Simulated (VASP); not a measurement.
Band structure of CdCl$_{2}$ (space group R-3m). Computed with PBEsol GGA, VASP's PBE PAW potentials (set 64) (plane waves; VASP 6.6.1).

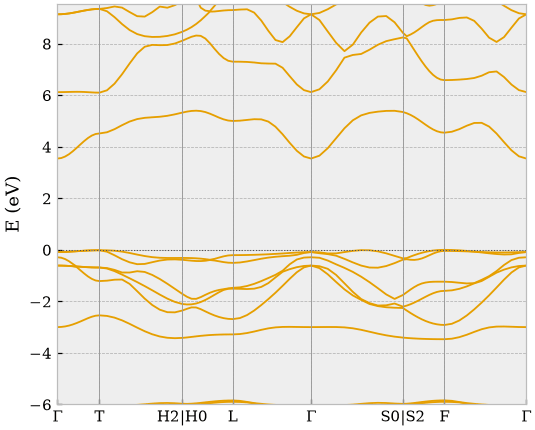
Fig. 1. Bands along high-symmetry lines, zero at the valence-band maximum or, without a gap, the Fermi level

**Question.** Read the plot: is there a gap, and where are the band edges?

**Answer.** The gap is indirect, 3.54 eV, from the valence maximum at F to the conduction minimum at Γ. (Edges off the drawn lines would not show.)

The structure comes from a computed database's CdCl2 entry (R-3m); how it stands against other phases isn't given here. It was relaxed first.
